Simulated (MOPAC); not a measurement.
# CH2FNSSi: geometry relaxation (part 1 of 2)

- system: CH2FNSSi, SMILES FC1=N[SiH2]S1
- method: PM3, closed shell (MOPAC 23.2.5)

The atoms were displaced at random from an optimised geometry.

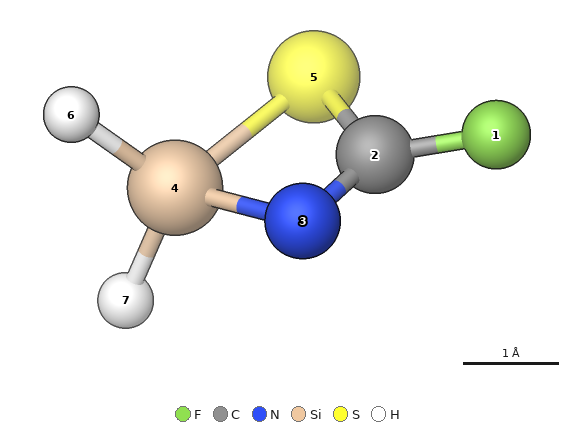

The input geometry (ball-and-stick view, seen at a tilt; atoms are numbered from 1 in the order of the input).

Input (calc.mop)
```
PM3 CHARGE=0 BONDS DISP GNORM=0.05 MULLIK CYCLES=300 AUX(PRECISION=6) T=10M THREADS=1
CH2FNSSi charge 0
FC1=N[SiH2]S1
F      1.143402    -1.934441     1.139724
C      0.536061    -0.933331     0.532771
N     -0.684837    -0.923862     0.239205
Si    -0.510627     0.700048    -0.440497
S      1.538232     0.491014     0.167498
H     -1.268711     1.736970     0.270235
H     -0.722060     0.784822    -1.920771
```

Hardware: 1 thread of Arm Neoverse V1, 24 GiB of memory available, shared host.

Launch command:
```bash
mopac calc.mop
```

The program's output
```
MOPAC v23.2.5
PM3 CALCULATION RESULTS

 *  PM3        - The PM3 Hamiltonian to be used
 *
 *
 *
 *                 CHARGE ON SYSTEM = 0
 *
 *
 *
 *  THREADS=1  - MULTI-THREADING NOT USED
 *  CYCLES=    - DO A MAXIMUM OF 300 STEPS
 *  GNORM      - EXIT WHEN GRADIENT NORM DROPS BELOW 0.050
 *  AUX        - OUTPUT AUXILIARY INFORMATION
 *  DISP       - PRINT DISPERSION AND HYDROGEN BOND ENERGIES
 *  BONDS      - FINAL BOND-ORDER MATRIX TO BE PRINTED
 *  MULLIK     - THE MULLIKEN ANALYSIS TO BE PERFORMED
PM3 CHARGE=0 BONDS DISP GNORM=0.05 MULLIK CYCLES=300 AUX(PRECISION=6) T=10M THREADS=1
 CH2FNSSi charge 0
 FC1=N[SiH2]S1
   ATOM   CHEMICAL          X               Y               Z
  NUMBER   SYMBOL      (ANGSTROMS)     (ANGSTROMS)     (ANGSTROMS)

     1       F          1.14340200  *  -1.93444100  *   1.13972400  *
     2       C          0.53606100  *  -0.93333100  *   0.53277100  *
     3       N         -0.68483700  *  -0.92386200  *   0.23920500  *
     4      Si         -0.51062700  *   0.70004800  *  -0.44049700  *
     5       S          1.53823200  *   0.49101400  *   0.16749800  *
     6       H         -1.26871100  *   1.73697000  *   0.27023500  *
     7       H         -0.72206000  *   0.78482200  *  -1.92077100  *

          CARTESIAN COORDINATES

    NO.       ATOM           X           Y           Z

     1         F          1.1434     -1.9344      1.1397
     2         C          0.5361     -0.9333      0.5328
     3         N         -0.6848     -0.9239      0.2392
     4        Si         -0.5106      0.7000     -0.4405
     5         S          1.5382      0.4910      0.1675
     6         H         -1.2687      1.7370      0.2702
     7         H         -0.7221      0.7848     -1.9208

           Empirical Formula: C H2 N F Si S  =     7 atoms

      MOLECULAR POINT GROUP   :   Cs

      RHF CALCULATION, NO. OF DOUBLY OCCUPIED LEVELS = 14

          Geometry optimization using EF

          DIAGONAL MATRIX USED AS START HESSIAN
```

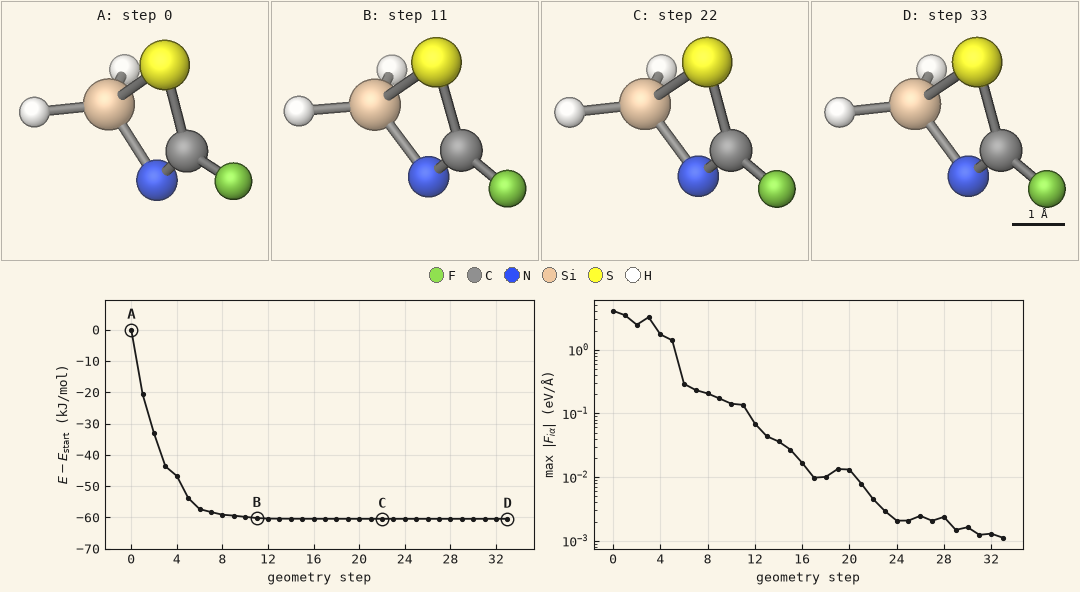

Frames of the relaxation (ball-and-stick view, seen at a tilt) above the curves, on which the letters mark them (steps are counted from 0).

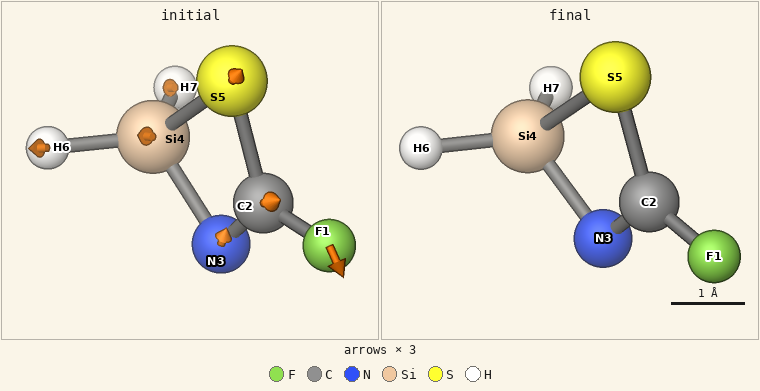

Before (left) and after (right) the relaxation, at one scale (ball-and-stick view, seen at a tilt). The orange arrows give the displacements, magnified 3 times. The atom that moves furthest after the best rigid fit is F1 (0.16 Å). By element the largest moves are F 0.16 Å, C 0.14 Å, Si 0.12 Å, H 0.12 Å, S 0.11 Å, N 0.10 Å. Distances before and after: Si4–S5 2.147 → 2.363 Å, C2–N3 1.256 → 1.301 Å, C2–S5 1.779 → 1.818 Å, N3–Si4 1.769 → 1.800 Å. Among the angles that change: F1–C2–S5 116.3° → 126.8°, C2–N3–Si4 90.1° → 100.2°, N3–Si4–S5 84.0° → 77.1°. The energy falls by 60.4 kJ/mol in 33 geometry steps. Largest force component: 4.1 eV/Å at the start, 0.0011 eV/Å at the end. (Atoms are counted from 1 in the order of the input.)

```
 CYCLE:     1 TIME:   0.008 TIME LEFT: 10.00M  GRAD.:   163.264 HEAT:  2.464620
 CYCLE:     2 TIME:   0.000 TIME LEFT: 10.00M  GRAD.:   139.607 HEAT: -2.468382
 CYCLE:     3 TIME:   0.000 TIME LEFT: 10.00M  GRAD.:   108.398 HEAT: -5.457315
 CYCLE:     4 TIME:   0.000 TIME LEFT: 10.00M  GRAD.:    99.253 HEAT: -7.971729
 CYCLE:     5 TIME:   0.000 TIME LEFT: 10.00M  GRAD.:    77.919 HEAT: -8.705334
 CYCLE:     6 TIME:   0.008 TIME LEFT: 10.00M  GRAD.:    49.612 HEAT: -10.38961
 CYCLE:     7 TIME:   0.000 TIME LEFT: 10.00M  GRAD.:    14.249 HEAT: -11.23691
 CYCLE:     8 TIME:   0.000 TIME LEFT: 10.00M  GRAD.:    10.806 HEAT: -11.45939
 CYCLE:     9 TIME:   0.000 TIME LEFT: 10.00M  GRAD.:     9.382 HEAT: -11.66412
 CYCLE:    10 TIME:   0.000 TIME LEFT: 10.00M  GRAD.:     8.223 HEAT: -11.73373
 CYCLE:    11 TIME:   0.000 TIME LEFT: 10.00M  GRAD.:     7.250 HEAT: -11.82942
 CYCLE:    12 TIME:   0.000 TIME LEFT: 10.00M  GRAD.:     5.568 HEAT: -11.91683
 CYCLE:    13 TIME:   0.008 TIME LEFT: 10.00M  GRAD.:     2.590 HEAT: -11.95813
 CYCLE:    14 TIME:   0.000 TIME LEFT: 10.00M  GRAD.:     1.518 HEAT: -11.96569
 CYCLE:    15 TIME:   0.000 TIME LEFT: 10.00M  GRAD.:     1.314 HEAT: -11.96988
 CYCLE:    16 TIME:   0.000 TIME LEFT: 10.00M  GRAD.:     1.135 HEAT: -11.97306
 CYCLE:    17 TIME:   0.000 TIME LEFT: 10.00M  GRAD.:     0.621 HEAT: -11.97478
 CYCLE:    18 TIME:   0.000 TIME LEFT: 10.00M  GRAD.:     0.414 HEAT: -11.97545
 CYCLE:    19 TIME:   0.000 TIME LEFT: 10.00M  GRAD.:     0.490 HEAT: -11.97593
 CYCLE:    20 TIME:   0.000 TIME LEFT: 10.00M  GRAD.:     0.567 HEAT: -11.97644
 CYCLE:    21 TIME:   0.008 TIME LEFT: 10.00M  GRAD.:     0.510 HEAT: -11.97714
 CYCLE:    22 TIME:   0.000 TIME LEFT: 10.00M  GRAD.:     0.386 HEAT: -11.97766
 CYCLE:    23 TIME:   0.000 TIME LEFT: 10.00M  GRAD.:     0.284 HEAT: -11.97810
 CYCLE:    24 TIME:   0.000 TIME LEFT: 10.00M  GRAD.:     0.185 HEAT: -11.97822
 CYCLE:    25 TIME:   0.000 TIME LEFT: 10.00M  GRAD.:     0.110 HEAT: -11.97826
 CYCLE:    26 TIME:   0.000 TIME LEFT: 10.00M  GRAD.:     0.094 HEAT: -11.97828
 CYCLE:    27 TIME:   0.008 TIME LEFT: 10.00M  GRAD.:     0.128 HEAT: -11.97825
 CYCLE:    28 TIME:   0.000 TIME LEFT: 10.00M  GRAD.:     0.087 HEAT: -11.97830
 CYCLE:    29 TIME:   0.000 TIME LEFT: 10.00M  GRAD.:     0.108 HEAT: -11.97828
 CYCLE:    30 TIME:   0.000 TIME LEFT: 10.00M  GRAD.:     0.077 HEAT: -11.97834
 CYCLE:    31 TIME:   0.000 TIME LEFT: 10.00M  GRAD.:     0.102 HEAT: -11.97829
 CYCLE:    32 TIME:   0.000 TIME LEFT: 10.00M  GRAD.:     0.060 HEAT: -11.97836
 CYCLE:    33 TIME:   0.000 TIME LEFT: 10.00M  GRAD.:     0.059 HEAT: -11.97835
 CYCLE:    34 TIME:   0.000 TIME LEFT: 10.00M  GRAD.:     0.047 HEAT: -11.97839

     GRADIENT =  0.04734 IS LESS THAN CUTOFF =  0.05000

 -------------------------------------------------------------------------------
 PM3 CHARGE=0 BONDS DISP GNORM=0.05 MULLIK CYCLES=300 AUX(PRECISION=6) T=10M THREADS=1
 CH2FNSSi charge 0
 FC1=N[SiH2]S1

     GEOMETRY OPTIMISED USING EIGENVECTOR FOLLOWING (EF).
     SCF FIELD WAS ACHIEVED

                              PM3 CALCULATION

          FINAL HEAT OF FORMATION =        -11.97839 KCAL/MOL =     -50.11758 KJ/MOL

          TOTAL ENERGY            =     -23279.55380 KCAL/MOL = ELECTRONIC ENERGY + CORE-CORE REPULSION
          ENERGY OF ATOMS         =      23267.57541 KCAL/MOL
                              SUM =        -11.97839 KCAL/MOL
          DISPERSION ENERGY       =          0.00000 KCAL/MOL
                              SUM =        -11.97839 KCAL/MOL = FINAL HEAT OF FORMATION

          TOTAL ENERGY            =      -1009.49700 EV
          ELECTRONIC ENERGY       =      -2695.48238 EV
          CORE-CORE REPULSION     =       1685.98538 EV
          COSMO AREA              =        126.20 SQUARE ANGSTROMS
          COSMO VOLUME            =        119.05 CUBIC ANGSTROMS

          GRADIENT NORM           =          0.04734          =       0.01789 PER ATOM
          IONIZATION POTENTIAL    =          9.605775 EV
          HOMO LUMO ENERGIES (EV) =         -9.606 -2.018
          NO. OF FILLED LEVELS    =         14
          MOLECULAR WEIGHT        =        107.1774         POINT GROUP:  Cs

          MOLECULAR DIMENSIONS (Angstroms)

            Atom       Atom       Distance
            H     6    F     1     4.68710
            S     5    N     3     2.63082
            H     6    H     7     2.39101

          SCF CALCULATIONS        =         36

          WALL-CLOCK TIME         =      0.047 SECONDS
          COMPUTATION TIME        =      0.045 SECONDS

   ATOM   CHEMICAL          X               Y               Z
  NUMBER   SYMBOL      (ANGSTROMS)     (ANGSTROMS)     (ANGSTROMS)

     1       F          1.09011269  *  -2.06205288  *   1.18105421  *
     2       C          0.64821386  *  -0.96333072  *   0.58424318  *
     3       N         -0.60284763  *  -0.88956489  *   0.23527087  *
     4      Si         -0.63412460  *   0.75388951  *  -0.49858253  *
     5       S          1.61809056  *   0.51942746  *   0.17564953  *
     6       H         -1.40614966  *   1.79140202  *   0.23848803  *
     7       H         -0.84454685  *   0.81567005  *  -1.97083755  *

                             CARTESIAN COORDINATES

   1    F        1.090112690    -2.062052883     1.181054205
   2    C        0.648213861    -0.963330722     0.584243179
   3    N       -0.602847634    -0.889564892     0.235270872
   4   Si       -0.634124603     0.753889511    -0.498582534
   5    S        1.618090559     0.519427464     0.175649531
   6    H       -1.406149658     1.791402020     0.238488031
   7    H       -0.844546850     0.815670046    -1.970837552

           Empirical Formula: C H2 N F Si S  =     7 atoms

      MOLECULAR POINT GROUP   :   Cs

                  EIGENVALUES
 -33.69525 -25.32143 -24.60625 -18.83210 -17.86585 -17.84561 -16.43132 -14.74155
 -14.14678 -13.96068 -12.11985 -11.26707  -9.92117  -9.60578  -2.01778  -0.64668
  -0.22502  -0.04372   0.82911   1.68347   3.60894   4.99080

              NET ATOMIC CHARGES AND DIPOLE CONTRIBUTIONS

  ATOM NO.   TYPE          CHARGE      No. of ELECS.   s-Pop       p-Pop
    1          F          -0.060024        7.0600     1.75099     5.30903
    2          C           0.058269        3.9417     1.23842     2.70331
    3          N          -0.309831        5.3098     1.66589     3.64394
    4         Si           0.691711        3.3083     0.99765     2.31064
    5          S          -0.194052        6.1941     1.93939     4.25466
    6          H          -0.093008        1.0930     1.09301
    7          H          -0.093066        1.0931     1.09307
 DIPOLE           X         Y         Z       TOTAL
 POINT-CHG.    -1.845     2.504    -1.573     3.486
 HYBRID        -0.068     0.065    -0.047     0.105
 SUM           -1.913     2.570    -1.619     3.590

          ATOMIC ORBITAL ELECTRON POPULATIONS

     Atom    s        px        py        pz
    1  F   1.75099   1.90780   1.56917   1.83206
    2  C   1.23842   0.91969   0.87390   0.90973
    3  N   1.66589   1.16647   1.30237   1.17511
    4 Si   0.99765   0.69332   0.75361   0.86370
    5  S   1.93939   1.35934   1.12398   1.77133
    6  H   1.09301
    7  H   1.09307

          BONDING CONTRIBUTION OF EACH M.O.

  1.4763  1.6069  0.9020  0.2247  0.4720  0.5234  1.6923  1.0482  1.4950  1.6209
  1.6117  1.7082  1.0714  0.4274 -1.8958 -2.0181 -2.0115 -2.1425 -1.9193 -1.9902
 -1.9709 -1.9322

            (VALENCIES)   BOND ORDERS

     1  F     (1.142)     2  C 1.007     3  N 0.070     5  S 0.037     4 Si 0.025

     2  C     (3.898)     3  N 1.850     1  F 1.007     5  S 0.987     4 Si 0.021     7  H 0.017     6  H 0.017

     3  N     (3.038)     2  C 1.850     4 Si 0.974     5  S 0.139     1  F 0.070

     4 Si     (3.800)     3  N 0.974     6  H 0.965     7  H 0.965     5  S 0.850     1  F 0.025     2  C 0.021

     5  S     (2.020)     2  C 0.987     4 Si 0.850     3  N 0.139     1  F 0.037

     6  H     (0.991)     4 Si 0.965     2  C 0.017

     7  H     (0.991)     4 Si 0.965     2  C 0.017

           MULLIKEN POPULATION ANALYSIS

        MULLIKEN POPULATIONS AND CHARGES

      NO.  ATOM   POPULATION      CHARGE
        1    F     7.067761     -0.067761
        2    C     3.953466      0.046534
        3    N     5.382350     -0.382350
        4   Si     3.079360      0.920640
        5    S     6.270135     -0.270135
        6    H     1.123422     -0.123422
        7    H     1.123507     -0.123507

 *                    *
 * JOB ENDED NORMALLY *
 *                    *

 TOTAL JOB TIME:             0.05 SECONDS

 == MOPAC DONE ==
```

Trajectory as extended XYZ (Å, eV, eV/Å), 34 frames, from step=0 to step=33
```
7
Properties=species:S:1:pos:R:3:forces:R:3 step=0 energy=0.10688
F     1.1434   -1.9344    1.1397   -0.1946  -1.4476   0.5456
C     0.5361   -0.9333    0.5328    4.0786  -1.2237   1.6522
N    -0.6848   -0.9239    0.2392   -3.1730  -0.6787  -0.5295
Si   -0.5106    0.7000   -0.4405   -2.1398   2.0379  -1.7424
S     1.5382    0.4910    0.1675    1.7412   1.0450  -0.0636
H    -1.2687    1.7370    0.2702   -0.2281   0.2374   0.0710
H    -0.7221    0.7848   -1.9208   -0.0843   0.0297   0.0668
7
Properties=species:S:1:pos:R:3:forces:R:3 step=1 energy=-0.10704
F     1.1447   -1.9620    1.1473    0.5757  -2.4994   1.2545
C     0.5869   -0.9560    0.5684   -3.0356   1.0780  -1.2419
N    -0.7229   -0.9381    0.2340    3.4842   0.5443   0.5996
Si   -0.5392    0.7309   -0.4657   -1.4784   0.0251  -0.4938
S     1.5590    0.5060    0.1652    0.9064   0.3115   0.0894
H    -1.2717    1.7400    0.2752   -0.3137   0.4200   0.1157
H    -0.7245    0.7853   -1.9169   -0.1386   0.1204  -0.3235
7
Properties=species:S:1:pos:R:3:forces:R:3 step=2 energy=-0.23665
F     1.1536   -2.0268    1.1797   -1.4166   1.7623  -1.1829
C     0.5786   -0.9478    0.5506    0.5979  -2.4649   1.4308
N    -0.7023   -0.9357    0.2468    1.9702   1.0802  -0.1506
Si   -0.5763    0.7533   -0.4911   -0.7929  -0.6983   0.2456
S     1.5800    0.5258    0.1660    0.2300  -0.2630   0.1093
H    -1.2777    1.7498    0.2844   -0.3751   0.4527   0.0982
H    -0.7284    0.7895   -1.9229   -0.2135   0.1311  -0.5504
7
Properties=species:S:1:pos:R:3:forces:R:3 step=3 energy=-0.34569
F     1.1403   -2.0263    1.1628   -0.2548  -0.7888   0.3514
C     0.5658   -0.9892    0.5884    3.2425   0.9466   0.2946
N    -0.6499   -0.9048    0.2494   -2.1574   0.2542  -0.7347
Si   -0.6071    0.7480   -0.5028   -0.0328  -0.2530   0.3031
S     1.5947    0.5313    0.1688   -0.2052  -0.5375   0.1779
H    -1.2865    1.7671    0.2900   -0.3486   0.3039   0.0074
H    -0.7331    0.7946   -1.9492   -0.2436   0.0746  -0.3997
7
Properties=species:S:1:pos:R:3:forces:R:3 step=4 energy=-0.37750
F     1.1320   -2.0396    1.1769   -0.5059  -0.1136  -0.0018
C     0.6048   -0.9721    0.5946   -0.1129   0.3994  -0.4454
N    -0.6501   -0.8726    0.2107    1.0717  -1.7370   1.1347
Si   -0.6227    0.7284   -0.4764   -0.1728   1.5466  -1.4967
S     1.5951    0.5239    0.1644    0.1340  -0.2992   0.2307
H    -1.2970    1.7865    0.2935   -0.2654   0.1582  -0.0385
H    -0.7399    0.7997   -2.0057   -0.1485   0.0455   0.6170
7
Properties=species:S:1:pos:R:3:forces:R:3 step=5 energy=-0.45054
F     1.1241   -2.0407    1.1612   -0.1863  -0.0965   0.0353
C     0.6360   -0.9525    0.5794   -1.1826  -0.4073  -0.0367
N    -0.6466   -0.9028    0.2649    1.4046   0.5416  -0.1323
Si   -0.6322    0.7503   -0.5162   -0.0298  -0.4440   0.4515
S     1.5916    0.5091    0.1847    0.3254   0.3113  -0.1356
H    -1.3063    1.7994    0.2995   -0.1517   0.0411  -0.2220
H    -0.7473    0.8037   -1.9976   -0.1795   0.0539   0.0398
7
Properties=species:S:1:pos:R:3:forces:R:3 step=6 energy=-0.48728
F     1.1189   -2.0503    1.1682   -0.2355  -0.0397   0.0217
C     0.6243   -0.9636    0.5883    0.2906   0.0006  -0.0114
N    -0.6303   -0.8963    0.2491    0.1040   0.1200  -0.0831
Si   -0.6374    0.7482   -0.5055    0.1807  -0.1859   0.1185
S     1.5981    0.5204    0.1757    0.0858  -0.0611   0.0356
H    -1.3102    1.8012    0.2780   -0.2388   0.1259  -0.0657
H    -0.7508    0.8054   -1.9842   -0.1869   0.0403  -0.0157
7
Properties=species:S:1:pos:R:3:forces:R:3 step=7 energy=-0.49693
F     1.1100   -2.0535    1.1704   -0.1450  -0.0534   0.0201
C     0.6326   -0.9633    0.5849    0.2319   0.0138   0.0317
N    -0.6214   -0.8926    0.2467   -0.0120  -0.0728  -0.0192
Si   -0.6409    0.7437   -0.5011    0.1741   0.0838  -0.0204
S     1.6003    0.5222    0.1753    0.1250  -0.0472   0.0306
H    -1.3196    1.8109    0.2670   -0.2033   0.0582  -0.0591
H    -0.7581    0.8085   -1.9825   -0.1708   0.0176   0.0163
```
